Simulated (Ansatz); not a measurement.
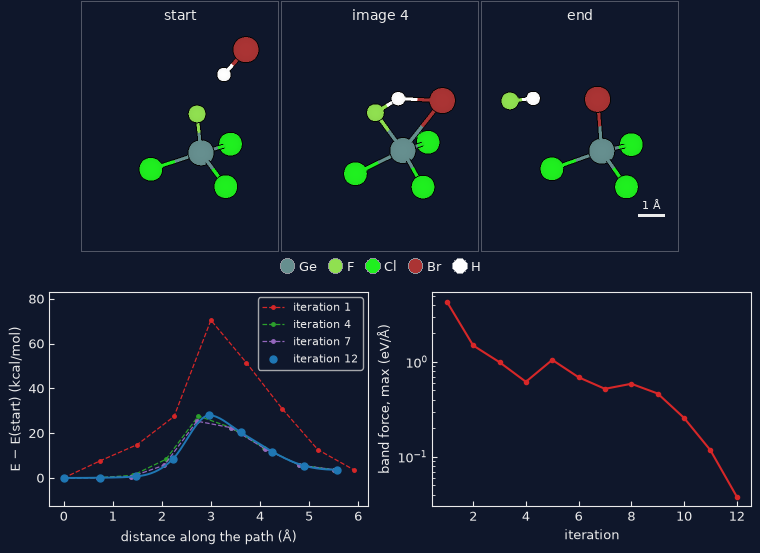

A nudged-elastic-band calculation for GeHBrCl₃F. Images are numbered from 0 (start) to 8 (end). The plot follows the band through its iterations. The picture is a ball-and-stick view, seen from a free direction.

Method: RKS B3LYP/def2-SVP (Ansatz). Run with 7 movable images; climbing image; force threshold 0.05 eV/Å; iteration limit 60; spring constant 0.1 eV/Å²; starting path through a guess of the saddle point.

**How did the profile develop, and is the result final?**

The run is converged, with reservations. The band converged in 12 iterations. The largest component of the band force went from 4.3 to 0.038 eV/Å. The climbing image converged on the top of the path. Its curvatures weren't checked. The spring constant is far from the usual few eV/Å², which spoils the spacing or the steps. The first iteration put the highest image at 70.5 kcal/mol. The highest point, image 4, lies 28.0 kcal/mol above the start and 24.3 kcal/mol above the end; the end is at +3.7 kcal/mol relative to the start.
